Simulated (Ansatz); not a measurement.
## Run report: SnH5OF, molecular dynamics (part 3 of 3)

SnH5OF; RKS B3LYP-D4/def2-SVP (Ansatz 0.2.0). It belongs to a series of runs on one base structure; here: dynamics from the highest image of the converged band.

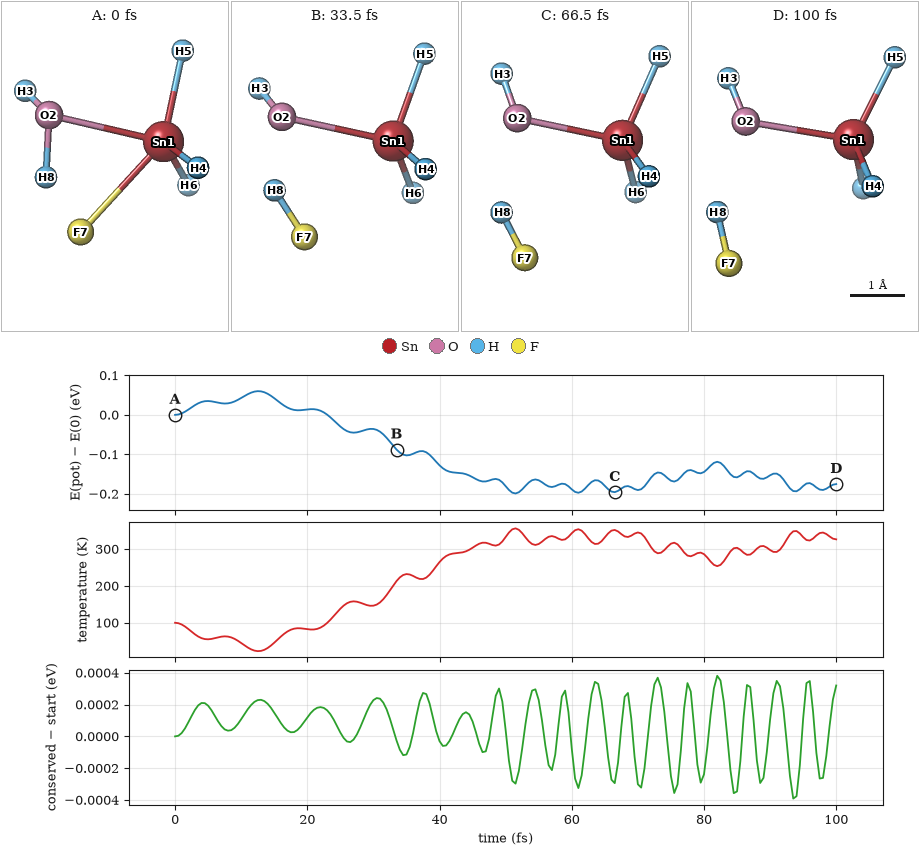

**Figure 1.** Frames of the molecular dynamics (ball-and-stick, seen at a tilt) above the curves, on which the letters mark them. The trajectory kept here has 201 frames over 100 fs. The temperature starts at 100 K, ranges from 23 to 356 K and averages 317 K over the second half. The potential energy ends 0.175 eV below its first value. The conserved quantity stays within 0.00077 eV. After an unweighted best fit of the last frame on the first, the root-mean-square displacement is 0.42 Å, and F7 has moved furthest (0.71 Å).

```
Total energy: -10674.89464603 eV, -392.2951425380 hartree
Atom 0 at    -0.004821    -0.021144    -0.158210 Å, force     0.226062    -0.602608    -0.021201 eV/Å
Atom 1 at     0.132634    -0.189908     1.866819 Å, force     0.144059    -0.150925    -0.134856 eV/Å
Atom 2 at    -0.580038     0.245793     2.354294 Å, force     0.036689    -0.121236     0.022231 eV/Å
Atom 3 at     1.670157    -0.093264    -0.620328 Å, force    -0.493389     0.089567     0.019946 eV/Å
Atom 4 at    -0.830358     1.445680    -0.502350 Å, force     0.079318     0.111893     0.040399 eV/Å
Atom 5 at    -1.001119    -1.352022    -0.683759 Å, force     0.275376     0.256182     0.051875 eV/Å
Atom 6 at     1.440282    -2.476783     1.483907 Å, force    -0.886762     1.330661     0.727765 eV/Å
Atom 7 at     0.971231    -1.743927     1.936322 Å, force     0.618647    -0.913535    -0.706160 eV/Å
Dipole moment:    -0.472966     0.584022    -0.165746 e Å
```

Trajectory as extended XYZ (Å, eV, eV/Å), 12 of the 201 frames kept, from step=0 to step=200:
```
8
Properties=species:S:1:pos:R:3:forces:R:3 step=0 time_fs=0.0 energy=-10674.71919 temperature=100.0
Sn    0.0632   -0.1394   -0.1160    0.0001  -0.0003   0.0001
O     0.1320   -0.0842    2.0750   -0.0001  -0.0003   0.0001
H    -0.7113   -0.1208    2.5479    0.0000   0.0002  -0.0001
H     1.6061    0.2573   -0.7283    0.0000   0.0000  -0.0001
H    -0.9241    1.2943   -0.1145    0.0000   0.0001   0.0000
H    -0.8722   -1.3739   -0.8504   -0.0001   0.0001  -0.0001
F     1.0426   -1.8505    1.0314    0.0000   0.0002   0.0001
H     0.6283   -1.1074    1.8792    0.0001   0.0000  -0.0001
8
Properties=species:S:1:pos:R:3:forces:R:3 step=18 time_fs=9.0 energy=-10674.68526 temperature=56.3
Sn    0.0600   -0.1361   -0.1185    0.2608  -0.0438   0.1025
O     0.1342   -0.0762    2.0738    0.0226  -0.2365  -0.1495
H    -0.7364   -0.1131    2.4957    0.0424  -0.0357   0.0757
H     1.6553    0.1992   -0.6588   -0.2402   0.0814  -0.0317
H    -0.9551    1.2766   -0.0428    0.0866   0.0431  -0.1096
H    -0.9056   -1.3088   -0.9244    0.1028  -0.0653   0.0937
F     1.0626   -1.8779    1.0476   -0.3411   0.3399   0.0892
H     0.6285   -1.1084    1.8810    0.0661  -0.0832  -0.0704
8
Properties=species:S:1:pos:R:3:forces:R:3 step=36 time_fs=18.0 energy=-10674.70669 temperature=83.9
Sn    0.0577   -0.1328   -0.1201   -0.2762   0.3795   0.5047
O     0.1372   -0.0786    2.0650    0.0025  -0.2804  -0.4010
H    -0.7307   -0.1268    2.4916    0.0201   0.0352   0.0146
H     1.6232    0.2131   -0.6416    0.2061   0.0859  -0.1373
H    -0.9333    1.2925   -0.0523    0.0175   0.0422  -0.1784
H    -0.8793   -1.3076   -0.9372    0.0486  -0.1597   0.0905
F     1.0705   -1.8933    1.0678   -0.1016   0.0073   0.1352
H     0.6823   -1.1829    1.8292    0.0831  -0.1100  -0.0283
8
Properties=species:S:1:pos:R:3:forces:R:3 step=55 time_fs=27.5 energy=-10674.76347 temperature=157.1
Sn    0.0541   -0.1265   -0.1185    0.2212   0.4750   0.2285
O     0.1396   -0.0933    2.0354   -0.1181   0.1096  -0.3174
H    -0.7118   -0.1083    2.4957   -0.0066   0.0889  -0.0564
H     1.6497    0.2714   -0.6960   -0.4008  -0.1933   0.1842
H    -0.8935    1.3299   -0.2011   -0.0595  -0.0744  -0.0660
H    -0.8042   -1.4189   -0.8712    0.0680   0.1168   0.1393
F     1.0785   -1.9158    1.0896    0.3961  -0.5242   0.0693
H     0.7571   -1.2658    1.8335   -0.1002   0.0017  -0.1816
8
Properties=species:S:1:pos:R:3:forces:R:3 step=73 time_fs=36.5 energy=-10674.81397 temperature=222.4
Sn    0.0506   -0.1173   -0.1148   -0.5621   0.4673   0.2054
O     0.1360   -0.1017    1.9905   -0.2709   0.4090  -0.2112
H    -0.7054   -0.0242    2.4613   -0.0097   0.0878  -0.0749
H     1.5836    0.2362   -0.6811    0.5419   0.0255  -0.0830
H    -0.8992    1.3124   -0.3964   -0.0899  -0.0846   0.0946
H    -0.7240   -1.4943   -0.7361   -0.1949  -0.0535  -0.0751
F     1.1026   -1.9604    1.1111    0.8116  -1.2246  -0.5088
H     0.7635   -1.3417    1.7844   -0.2260   0.3731   0.6531
8
Properties=species:S:1:pos:R:3:forces:R:3 step=91 time_fs=45.5 energy=-10674.88160 temperature=309.4
Sn    0.0454   -0.1057   -0.1109    0.2759  -0.0546  -0.7995
O     0.1216   -0.0941    1.9389   -0.2054   0.2462   0.2273
H    -0.7074    0.1172    2.3905    0.0472   0.0007   0.0053
H     1.6831    0.1761   -0.6549   -0.5411  -0.0608   0.1822
H    -0.9640    1.2445   -0.5177    0.0229   0.0586   0.1387
H    -0.7476   -1.5500   -0.6277    0.0267   0.2557  -0.0435
F     1.1478   -2.0335    1.1331    0.0703  -0.0666   0.5585
H     0.7443   -1.4047    1.7942    0.3034  -0.3793  -0.2690
8
Properties=species:S:1:pos:R:3:forces:R:3 step=109 time_fs=54.5 energy=-10674.88264 temperature=311.1
Sn    0.0401   -0.0938   -0.1111   -0.8067  -0.0260  -0.5991
O     0.0988   -0.0749    1.8972   -0.0085  -0.0402   0.7075
H    -0.6957    0.2690    2.3274    0.0634  -0.0601   0.0499
H     1.6205    0.1088   -0.5718    0.6019   0.1575  -0.2719
H    -1.0131    1.2146   -0.5401    0.1318   0.1315   0.0866
H    -0.7923   -1.4974   -0.5798   -0.0628  -0.1671  -0.1753
F     1.2046   -2.1228    1.1642   -0.3642   0.5206   1.1287
H     0.7994   -1.5286    1.8482    0.4451  -0.5162  -0.9265
8
Properties=species:S:1:pos:R:3:forces:R:3 step=127 time_fs=63.5 energy=-10674.88467 temperature=313.8
Sn    0.0317   -0.0820   -0.1158    0.1770  -0.0880  -1.0087
O     0.0771   -0.0572    1.8843    0.2134  -0.2957   0.5988
H    -0.6673    0.3950    2.3034    0.0506  -0.1134   0.0440
H     1.7040    0.1090   -0.5979   -0.6138  -0.0475   0.0879
H    -0.9678    1.2780   -0.5065    0.1123   0.0764   0.0015
H    -0.8354   -1.4891   -0.6367    0.2145   0.1870   0.0205
F     1.2660   -2.2191    1.2083   -0.6335   1.0353   1.1395
H     0.8663   -1.5851    1.8495    0.4795  -0.7541  -0.8835
8
Properties=species:S:1:pos:R:3:forces:R:3 step=145 time_fs=72.5 energy=-10674.86914 temperature=293.8
Sn    0.0225   -0.0699   -0.1259   -0.5304   0.5070  -0.1133
O     0.0668   -0.0540    1.8964    0.3484  -0.5071   0.0393
H    -0.6343    0.4623    2.3156    0.0246  -0.1314  -0.0026
H     1.5981    0.1002   -0.6291    0.6685   0.0157  -0.1592
H    -0.8430    1.3901   -0.4725   -0.0499  -0.0800  -0.0220
H    -0.7849   -1.4344   -0.7095   -0.1865  -0.2288  -0.0360
F     1.3235   -2.3079    1.2644   -0.7589   1.3388   0.9608
H     0.9222   -1.6198    1.8383    0.4842  -0.9142  -0.6671
8
Properties=species:S:1:pos:R:3:forces:R:3 step=164 time_fs=82.0 energy=-10674.83796 temperature=253.6
Sn    0.0114   -0.0541   -0.1381    0.6219   0.0149  -0.1373
O     0.0748   -0.0773    1.9090    0.3048  -0.5215  -0.4398
H    -0.6107    0.4582    2.3315    0.0257  -0.1177  -0.0268
H     1.6746    0.0663   -0.6878   -0.5226  -0.1010   0.2559
H    -0.7515    1.4553   -0.4639   -0.1707  -0.0421  -0.0418
H    -0.8028   -1.4478   -0.7744    0.0521   0.2900   0.2166
F     1.3744   -2.3834    1.3327   -0.8215   1.3941   0.9606
H     0.9684   -1.6914    1.8942    0.5102  -0.9167  -0.7874
8
Properties=species:S:1:pos:R:3:forces:R:3 step=182 time_fs=91.0 energy=-10674.86790 temperature=292.2
Sn    0.0032   -0.0380   -0.1496   -0.1627   0.2693   0.5846
O     0.0986   -0.1253    1.8994    0.1854  -0.3327  -0.4605
H    -0.5965    0.3873    2.3344    0.0335  -0.1205   0.0244
H     1.6023   -0.0240   -0.6324    0.5302   0.0365  -0.1511
H    -0.7766    1.4662   -0.4858   -0.0281  -0.0742   0.0226
H    -0.8549   -1.3700   -0.7302   -0.2547  -0.2502  -0.0640
F     1.4121   -2.4372    1.4049   -0.8309   1.3118   0.9440
H     0.9863   -1.7492    1.9544    0.5272  -0.8400  -0.9000
8
Properties=species:S:1:pos:R:3:forces:R:3 step=200 time_fs=100.0 energy=-10674.89441 temperature=326.3
Sn   -0.0048   -0.0211   -0.1582    0.2261  -0.6026  -0.0212
O     0.1326   -0.1899    1.8668    0.1441  -0.1509  -0.1349
H    -0.5800    0.2458    2.3543    0.0367  -0.1212   0.0222
H     1.6702   -0.0933   -0.6203   -0.4934   0.0896   0.0199
H    -0.8304    1.4457   -0.5024    0.0793   0.1119   0.0404
H    -1.0011   -1.3520   -0.6838    0.2754   0.2562   0.0519
F     1.4403   -2.4768    1.4839   -0.8868   1.3307   0.7278
H     0.9712   -1.7439    1.9363    0.6186  -0.9135  -0.7062
```

The run was set up as follows.

Input:
```yaml
crystal:
  periodic: [false, false, false]
  atoms:
    - { symbol: Sn, position_ang: [0.063183, -0.139415, -0.115961] }
    - { symbol: O, position_ang: [0.132, -0.084195, 2.074997] }
    - { symbol: H, position_ang: [-0.711311, -0.120793, 2.547925] }
    - { symbol: H, position_ang: [1.606149, 0.257323, -0.7283] }
    - { symbol: H, position_ang: [-0.924087, 1.294312, -0.114537] }
    - { symbol: H, position_ang: [-0.872239, -1.373889, -0.850372] }
    - { symbol: F, position_ang: [1.042588, -1.850531, 1.031357] }
    - { symbol: H, position_ang: [0.628317, -1.10741, 1.879191] }
basis:
  gaussian: { orbitals: def2-SVP }
hamiltonian:
  xc: b3lyp
  dispersion: d4
md:
  timestep: 0.5
  n_steps: 200
  ensemble: nve
  temperature: 100.0
  initial_velocities: maxwell_boltzmann
  seed: 4896
```

Command:
```bash
ansatz run input.yaml --threads 2 --pin off --max-ram 3072MiB --backend cpu --events-out ev --progress --plain --runs-dir out
```

Key numbers:

| quantity | value |
| --- | --- |
| outcome | finished |
| mean temperature over the second half | 317 K |
| trajectory | 200 steps, 100 fs |
| ensemble | nve |
| temperature in the input | 100.0 K |
| time step | 0.5 fs |
| potential energy (last step) | −10674.8946 eV |
| mean-field energy (last step) | −10674.7177 eV |
| largest force (length of the vector) (last step) | 1.757 eV/Å |
| hardware | 2 threads of Arm Neoverse V2, 24 GiB of memory available, shared host |
| wall time | 5.3 min (CPU time 9.9 min) |
| peak memory | 0.16 GiB |

So short a trajectory is not equilibrated.
